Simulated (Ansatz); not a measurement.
# LiLaO2 (P2_1/c): the host for defect calculations, part 4 of 4

Aim: the runs on the perfect crystal LiLaO2 (P2_1/c) that a defect calculation needs first.

Ansatz 0.2.0; plane-wave PAW DFT, PBEsol; relaxation of the host's cell and atoms (the session's first sound run).

So far. Step 3 (Dielectric tensors of the host): The principal values of the electronic dielectric tensor are 4.50, 4.52 and 4.58. The principal values of the static dielectric tensor are 19.87, 20.06 and 24.42.

**7. Defect free supercell relaxed from displaced atoms**

This step: plane-wave PAW DFT, PBEsol; relaxation of the defect-free supercell from random displacements, a test of the host's stability (Ansatz 0.2.0).

Input file pristine.rattled/input.yaml:

```yaml
crystal:
  lattice:
    - [-7.1017238302, 6.1586925744, 5.6763995422]
    - [4.5578507268, -6.1586925744, 5.7224279461]
    - [7.1017238302, 6.1586925744, -5.6763995422]
  atoms:
    - { symbol: Li, position: [0.3357045167, 0.3238903036, 0.3472258937] }
    - { symbol: Li, position: [0.3357045167, 0.8238903036, 0.8472258937] }
    - { symbol: Li, position: [0.8357045167, 0.3238903036, 0.8472258937] }
    - { symbol: Li, position: [0.8357045167, 0.8238903036, 0.3472258937] }
    - { symbol: Li, position: [0.0233355901, 0.4261096964, 0.2618142131] }
    - { symbol: Li, position: [0.0233355901, 0.9261096964, 0.7618142131] }
    - { symbol: Li, position: [0.5233355901, 0.4261096964, 0.7618142131] }
    - { symbol: Li, position: [0.5233355901, 0.9261096964, 0.2618142131] }
    - { symbol: Li, position: [0.1642954833, 0.1761096964, 0.6527741063] }
    - { symbol: Li, position: [0.1642954833, 0.6761096964, 0.1527741063] }
    - { symbol: Li, position: [0.6642954833, 0.1761096964, 0.1527741063] }
    - { symbol: Li, position: [0.6642954833, 0.6761096964, 0.6527741063] }
    - { symbol: Li, position: [0.4766644099, 0.0738903036, 0.7381857869] }
    - { symbol: Li, position: [0.4766644099, 0.5738903036, 0.2381857869] }
    - { symbol: Li, position: [0.9766644099, 0.0738903036, 0.2381857869] }
    - { symbol: Li, position: [0.9766644099, 0.5738903036, 0.7381857869] }
    - { symbol: La, position: [0.3134685353, 0.497877462, 0.6140317923] }
    - { symbol: La, position: [0.3134685353, 0.997877462, 0.1140317923] }
    - { symbol: La, position: [0.8134685353, 0.497877462, 0.1140317923] }
    - { symbol: La, position: [0.8134685353, 0.997877462, 0.6140317923] }
    - { symbol: La, position: [0.1161543303, 0.252122538, 0.0655910733] }
    - { symbol: La, position: [0.1161543303, 0.752122538, 0.5655910733] }
    - { symbol: La, position: [0.6161543303, 0.252122538, 0.5655910733] }
    - { symbol: La, position: [0.6161543303, 0.752122538, 0.0655910733] }
    - { symbol: La, position: [0.1865314647, 0.002122538, 0.3859682077] }
    - { symbol: La, position: [0.1865314647, 0.502122538, 0.8859682077] }
    - { symbol: La, position: [0.6865314647, 0.002122538, 0.8859682077] }
    - { symbol: La, position: [0.6865314647, 0.502122538, 0.3859682077] }
    - { symbol: La, position: [0.3838456697, 0.247877462, 0.9344089267] }
    - { symbol: La, position: [0.3838456697, 0.747877462, 0.4344089267] }
    - { symbol: La, position: [0.8838456697, 0.247877462, 0.4344089267] }
    - { symbol: La, position: [0.8838456697, 0.747877462, 0.9344089267] }
    - { symbol: O, position: [0.127293137, 0.0525047128, 0.1646935255] }
    - { symbol: O, position: [0.127293137, 0.5525047128, 0.6646935255] }
    - { symbol: O, position: [0.627293137, 0.0525047128, 0.6646935255] }
    - { symbol: O, position: [0.627293137, 0.5525047128, 0.1646935255] }
    - { symbol: O, position: [0.1121888127, 0.1974952872, 0.8247884242] }
    - { symbol: O, position: [0.1121888127, 0.6974952872, 0.3247884242] }
    - { symbol: O, position: [0.6121888127, 0.1974952872, 0.3247884242] }
    - { symbol: O, position: [0.6121888127, 0.6974952872, 0.8247884242] }
    - { symbol: O, position: [0.372706863, 0.4474952872, 0.8353064745] }
    - { symbol: O, position: [0.372706863, 0.9474952872, 0.3353064745] }
    - { symbol: O, position: [0.872706863, 0.4474952872, 0.3353064745] }
    - { symbol: O, position: [0.872706863, 0.9474952872, 0.8353064745] }
    - { symbol: O, position: [0.3878111873, 0.3025047128, 0.1752115758] }
    - { symbol: O, position: [0.3878111873, 0.8025047128, 0.6752115758] }
    - { symbol: O, position: [0.8878111873, 0.3025047128, 0.6752115758] }
    - { symbol: O, position: [0.8878111873, 0.8025047128, 0.1752115758] }
    - { symbol: O, position: [0.0832827136, 0.1849989627, 0.4713077716] }
    - { symbol: O, position: [0.0832827136, 0.6849989627, 0.9713077716] }
    - { symbol: O, position: [0.5832827136, 0.1849989627, 0.9713077716] }
    - { symbol: O, position: [0.5832827136, 0.6849989627, 0.4713077716] }
    - { symbol: O, position: [0.2863088089, 0.0650010373, 0.6482837509] }
    - { symbol: O, position: [0.2863088089, 0.5650010373, 0.1482837509] }
    - { symbol: O, position: [0.7863088089, 0.0650010373, 0.1482837509] }
    - { symbol: O, position: [0.7863088089, 0.5650010373, 0.6482837509] }
    - { symbol: O, position: [0.4167172864, 0.3150010373, 0.5286922284] }
    - { symbol: O, position: [0.4167172864, 0.8150010373, 0.0286922284] }
    - { symbol: O, position: [0.9167172864, 0.3150010373, 0.0286922284] }
    - { symbol: O, position: [0.9167172864, 0.8150010373, 0.5286922284] }
    - { symbol: O, position: [0.2136911911, 0.4349989627, 0.3517162491] }
    - { symbol: O, position: [0.2136911911, 0.9349989627, 0.8517162491] }
    - { symbol: O, position: [0.7136911911, 0.4349989627, 0.8517162491] }
    - { symbol: O, position: [0.7136911911, 0.9349989627, 0.3517162491] }
basis:
  ecutwfc: 420
  xc_grid: 2
hamiltonian:
  xc: pbesol
kpoints:
  mp_grid: { grid: [1, 1, 1], shift: [0.25, 0.25, 0.25] }
scf:
  occupations: { method: fermi_dirac, width: 0.01 }
  max_iter: 80
output:
  forces: true
relax:
  f_tol: 0.01
  max_steps: 120
  random_displacement: { amplitude: 0.08, seed: 424 }
checkpoint:
  write: "../pristine.rattled.run"
  compress: false
  write_wavefunctions: false
  write_every: 100000
```

On the command line:

```bash
> ansatz run input.yaml --threads 4 --pin off --max-ram 7536MiB --backend cpu --events-out ev --progress --plain --runs-dir out
```

Numbers of over 12 decimals in the logs are rounded to 6 here.

The program printed:

```text
[...]
Crystal: 64 atoms, lattice volume = 819.245 Å³
Basis set: ecut = 420 eV, 16015 PW (Γ), exchange–correlation on 150×128×150 points (8 copies of the dense FFT grid, shifted against one another)
Bands: 272, of which v1, the nominal top of the filled ones, is band 208 counted from 1 (207 counted from 0)
Symmetry: 1 space group operations
k-points: 1
[...]
SCF iter   1: F=—  HF=-119875.636250 eV  |F-HF|=—  |Δ(HF+E_count)|=         —  Δρ=1.54e-2  dr2=1.77e0  ethr=1.77e-3  ⟨swp⟩=7.0  Hψ=984  notcnv=0  defer=37
[...]
SCF iter   8: F=-119875.250330 eV  HF=-119875.250332 eV  |F-HF|=2.02e-6  |Δ(HF+E_count)|=   1.37e-6  Δρ=1.84e-5  dr2=2.38e-6  ethr=6.01e-10  ⟨swp⟩=4.0  Hψ=783  notcnv=0
SCF 1 converged in 8 iterations: F = -119875.250330 eV  dr2 = 2.38e-6
[...]
relax step   1: F+E_penalty+E_count = -119875.25033042 eV  Δ(F+E_penalty+E_count) = +0.000e0 eV  max|allowed force component| = 1.408e0 eV/Å  Δτ_max = 0.0000 Å  (8 SCF iters, dr2 threshold 2.50e-6 eV, accepted)
[...]
relax step   2: F+E_penalty+E_count = -119875.33448707 eV  Δ(F+E_penalty+E_count) = -8.416e-2 eV  max|allowed force component| = 1.943e0 eV/Å  Δτ_max = 0.1973 Å  (7 SCF iters, dr2 threshold 1.00e-4 eV, accepted)
relax step   3: F+E_penalty+E_count = -119876.70916884 eV  Δ(F+E_penalty+E_count) = -1.375e0 eV  max|allowed force component| = 7.052e-2 eV/Å  Δτ_max = 0.1369 Å  (6 SCF iters, dr2 threshold 1.00e-4 eV, accepted)
relax step   4: F+E_penalty+E_count = -119876.71983145 eV  Δ(F+E_penalty+E_count) = -1.066e-2 eV  max|allowed force component| = 1.048e-2 eV/Å  Δτ_max = 0.0333 Å  (7 SCF iters, dr2 threshold 3.11e-7 eV, accepted)
SCF iter   1: F=—  HF=-119876.720169 eV  |F-HF|=—  |Δ(HF+E_count)|=         —  Δρ=2.23e-4  dr2=3.47e-4  ethr=7.83e-7  ⟨swp⟩=2.0  Hψ=505  notcnv=0  defer=56
[...]
SCF iter   7: F=-119876.720150 eV  HF=-119876.720150 eV  |F-HF|=1.19e-9  |Δ(HF+E_count)|=   1.68e-8  Δρ=6.14e-7  dr2=2.71e-9  ethr=2.40e-11  ⟨swp⟩=4.0  Hψ=700  notcnv=0
SCF 5 converged in 7 iterations: F = -119876.720150 eV  dr2 = 2.71e-9
relax step   5: F+E_penalty+E_count = -119876.72015025 eV  Δ(F+E_penalty+E_count) = -3.188e-4 eV  max|allowed force component| = 2.331e-3 eV/Å  Δτ_max = 0.0061 Å  (7 SCF iters, accepted)
SCF converged after 7 iterations
Free energy (F): -119876.720150 eV
[...]
Internal energy: -119876.720150 eV  (E = F + TS)
E sigma→0 (E₀):  -119876.720150 eV
Fermi energy:    10.626635 eV
[...]
--- Forces (eV/Å), atoms counted from 1 ---
  atom   1  Li    -0.00026575     0.00039565     0.00014632
  atom   2  Li     0.00035524    -0.00002109    -0.00104813
  atom   3  Li    -0.00009664     0.00017700     0.00031793
  atom   4  Li    -0.00036221    -0.00019179    -0.00003989
  atom   5  Li    -0.00004955     0.00109666    -0.00008543
  atom   6  Li    -0.00034301     0.00054379     0.00009290
  atom   7  Li     0.00018368     0.00045130    -0.00004891
  atom   8  Li     0.00059858    -0.00040775     0.00081690
  atom   9  Li     0.00023999    -0.00060059     0.00004606
  atom  10  Li    -0.00036373    -0.00061034     0.00027615
  atom  11  Li     0.00046425     0.00051940    -0.00063807
  atom  12  Li     0.00009603     0.00023223     0.00029333
  atom  13  Li    -0.00039865    -0.00039538    -0.00003510
  atom  14  Li    -0.00051968    -0.00051108    -0.00077720
  atom  15  Li    -0.00067324    -0.00012349     0.00007797
  atom  16  Li     0.00026973    -0.00024459    -0.00040691
  atom  17  La    -0.00059740     0.00013787    -0.00001016
  atom  18  La     0.00029806    -0.00093570     0.00122886
  atom  19  La    -0.00008011    -0.00100087     0.00160256
  atom  20  La    -0.00105476    -0.00082259     0.00233147
  atom  21  La    -0.00015445     0.00031979     0.00033106
  atom  22  La     0.00132081    -0.00088097    -0.00135024
  atom  23  La     0.00016538    -0.00055534     0.00032083
  atom  24  La     0.00088602    -0.00117468    -0.00128249
  atom  25  La     0.00077834    -0.00128661    -0.00021313
  atom  26  La     0.00019311     0.00009119    -0.00094248
  atom  27  La     0.00052265     0.00222674    -0.00112474
  atom  28  La    -0.00042079     0.00204952    -0.00039789
  atom  29  La     0.00062395    -0.00015117    -0.00104550
  atom  30  La    -0.00126374     0.00015433     0.00065815
  atom  31  La     0.00058310     0.00073309     0.00068210
  atom  32  La    -0.00160797     0.00180121     0.00217543
  atom  33  O      0.00097495    -0.00164233     0.00033300
  atom  34  O      0.00031070    -0.00183200    -0.00018180
  atom  35  O      0.00063151     0.00016259    -0.00007429
  atom  36  O     -0.00015478    -0.00022494     0.00080200
  atom  37  O     -0.00022081    -0.00231618    -0.00052718
  atom  38  O     -0.00129672    -0.00081140    -0.00073290
  atom  39  O     -0.00012150    -0.00056639     0.00051756
  atom  40  O     -0.00073502    -0.00210491    -0.00017068
[...]
atom  53  O      0.00010154     0.00102641     0.00102100
  atom  54  O      0.00045056    -0.00021569     0.00057337
  atom  55  O     -0.00076638    -0.00142591     0.00109868
  atom  56  O     -0.00079514    -0.00086295     0.00019145
  atom  57  O      0.00042875     0.00014064     0.00114816
  atom  58  O     -0.00054459     0.00161959     0.00154503
  atom  59  O     -0.00046115    -0.00004981     0.00056496
  atom  60  O     -0.00008388    -0.00001355     0.00099878
  atom  61  O      0.00002966    -0.00002284    -0.00111071
  atom  62  O     -0.00025472     0.00008685    -0.00090021
  atom  63  O      0.00053197     0.00099313    -0.00072373
  atom  64  O      0.00060705     0.00092937    -0.00057573
  max |Σ_I F_I| component: 1.12e-5 eV/Å
--- Relaxed structure (5 steps of the walk, 5 accepted, 0 SCFs on fresh bases) ---
  F+E_penalty+E_count = -119876.72015025 eV   max|allowed force component| = 2.331e-3 eV/Å
  atoms:
    - { symbol: Li, position: [0.335707, 0.324203, 0.347657] }
    - { symbol: Li, position: [0.335842, 0.824350, 0.847703] }
    - { symbol: Li, position: [0.835766, 0.324293, 0.847685] }
    - { symbol: Li, position: [0.835773, 0.824290, 0.347707] }
    - { symbol: Li, position: [0.023316, 0.426370, 0.262201] }
    - { symbol: Li, position: [0.023348, 0.926387, 0.762231] }
    - { symbol: Li, position: [0.523308, 0.426352, 0.762192] }
    - { symbol: Li, position: [0.523252, 0.926241, 0.262179] }
    - { symbol: Li, position: [0.164234, 0.176359, 0.653118] }
    - { symbol: Li, position: [0.164225, 0.676364, 0.153111] }
    - { symbol: Li, position: [0.664267, 0.176424, 0.153125] }
    - { symbol: Li, position: [0.664199, 0.676340, 0.653098] }
    - { symbol: Li, position: [0.476673, 0.074304, 0.738589] }
    - { symbol: Li, position: [0.476719, 0.574371, 0.238606] }
    - { symbol: Li, position: [0.976666, 0.074282, 0.238606] }
    - { symbol: Li, position: [0.976667, 0.574282, 0.738579] }
    - { symbol: La, position: [0.313581, 0.498260, 0.614505] }
    - { symbol: La, position: [0.313589, 0.998237, 0.114489] }
    - { symbol: La, position: [0.813589, 0.498262, 0.114513] }
    - { symbol: La, position: [0.813596, 0.998257, 0.614525] }
    - { symbol: La, position: [0.116171, 0.252384, 0.066060] }
    - { symbol: La, position: [0.116160, 0.752368, 0.566055] }
    - { symbol: La, position: [0.616150, 0.252360, 0.566040] }
    - { symbol: La, position: [0.616173, 0.752382, 0.066055] }
    - { symbol: La, position: [0.186395, 0.002360, 0.386289] }
    - { symbol: La, position: [0.186400, 0.502381, 0.886282] }
    - { symbol: La, position: [0.686397, 0.002390, 0.886280] }
    - { symbol: La, position: [0.686363, 0.502371, 0.386280] }
    - { symbol: La, position: [0.383842, 0.248277, 0.934745] }
    - { symbol: La, position: [0.383822, 0.748264, 0.434747] }
    - { symbol: La, position: [0.883801, 0.248236, 0.434726] }
    - { symbol: La, position: [0.883803, 0.748254, 0.934735] }
    - { symbol: O, position: [0.127385, 0.052792, 0.165174] }
    - { symbol: O, position: [0.127390, 0.552795, 0.665156] }
    - { symbol: O, position: [0.627370, 0.052803, 0.665152] }
    - { symbol: O, position: [0.627367, 0.552805, 0.165171] }
    - { symbol: O, position: [0.112319, 0.197841, 0.825334] }
    - { symbol: O, position: [0.112279, 0.697845, 0.325309] }
    - { symbol: O, position: [0.612260, 0.197823, 0.325289] }
    - { symbol: O, position: [0.612295, 0.697852, 0.825316] }
    - { symbol: O, position: [0.372614, 0.447831, 0.835616] }
    - { symbol: O, position: [0.372589, 0.947805, 0.335606] }
    - { symbol: O, position: [0.872590, 0.447827, 0.335605] }
    - { symbol: O, position: [0.872620, 0.947828, 0.835629] }
    - { symbol: O, position: [0.387694, 0.302790, 0.175477] }
    - { symbol: O, position: [0.387716, 0.802816, 0.675497] }
    - { symbol: O, position: [0.887715, 0.302817, 0.675502] }
    - { symbol: O, position: [0.887690, 0.802805, 0.175494] }
    - { symbol: O, position: [0.083313, 0.185376, 0.471680] }
    - { symbol: O, position: [0.083329, 0.685383, 0.971653] }
    - { symbol: O, position: [0.583351, 0.185387, 0.971676] }
    - { symbol: O, position: [0.583347, 0.685409, 0.471675] }
    - { symbol: O, position: [0.286184, 0.065244, 0.648648] }
    - { symbol: O, position: [0.286221, 0.565281, 0.148673] }
    - { symbol: O, position: [0.786207, 0.065265, 0.148683] }
    - { symbol: O, position: [0.786196, 0.565262, 0.648677] }
    - { symbol: O, position: [0.416651, 0.315238, 0.529120] }
    - { symbol: O, position: [0.416632, 0.815229, 0.029104] }
    - { symbol: O, position: [0.916668, 0.315271, 0.029132] }
    - { symbol: O, position: [0.916658, 0.815252, 0.529142] }
    - { symbol: O, position: [0.213791, 0.435388, 0.352133] }
    - { symbol: O, position: [0.213816, 0.935393, 0.852125] }
    - { symbol: O, position: [0.713761, 0.435360, 0.852111] }
    - { symbol: O, position: [0.713754, 0.935344, 0.352114] }
```

It took 42 s on 4 threads of Arm Neoverse V2, shared host; peak memory 1.6 GiB.

Relaxation path:

```tsv
step	energy less that of the first step (eV)	largest force component (eV/Å)
1	0.0000	1.4081
2	-0.0842	1.9435
3	-1.4588	0.0705
4	-1.4695	0.0105
5	-1.4698	0.0023
```

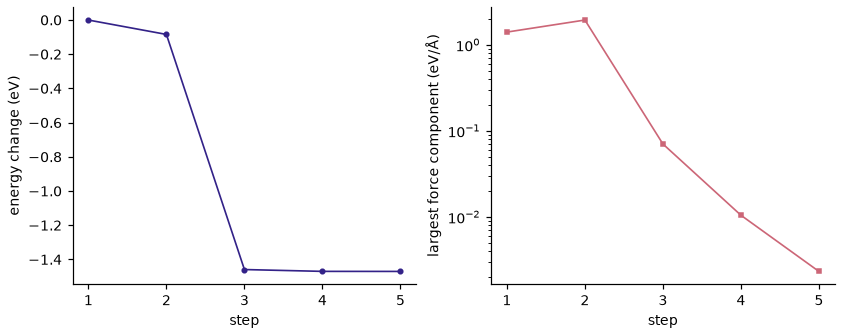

Energy and largest force along the relaxation.

The relaxation ends 23 meV an atom lower than the displaced start, with a largest force component of 0.0023 eV/Å.

**8. Outcome**

* primitive cell vectors, lengths: 5.830, 6.159, 5.840 Å
* electronic dielectric constant: principal values (4.50, 4.52, 4.58)
* static dielectric constant: principal values (19.87, 20.06, 24.42)
* gap on the k-mesh of the response run (PBEsol): 3.74 eV
* supercell relaxed in its symmetry less the displaced and relaxed one: 0.000 eV
* energy an atom at one point at (¼, ¼, ¼) less that on the dense mesh: -0.001 eV

In words: Step 7: The energy fell by 1.470 eV from the randomly displaced start; the atoms end within 0.005 Å of the sites as typed, once the mean shift is taken out. The displaced cell ends within 0.01 eV of the symmetric one relaxed in its symmetry, so no lower structure shows in this supercell. The k-mesh can miss the band edges, so this gap is an upper bound at this level. All at zero temperature.

[Logs are printed without paths, hosts, clocks, repeated set-up lines and the standing remarks that a program may print on its own settings, such as how far it seeks lower states.]

[Hosts, paths, dates, database ids (printed as entryN), source tags and the programs' standing remarks are cut or masked in the printed files.]

[Runs of the host that timed out are not shown.]

[For some hosts the program warned that the k-mesh of the response run may be too coarse for force constants and the static dielectric constant; such warnings are not always shown.]
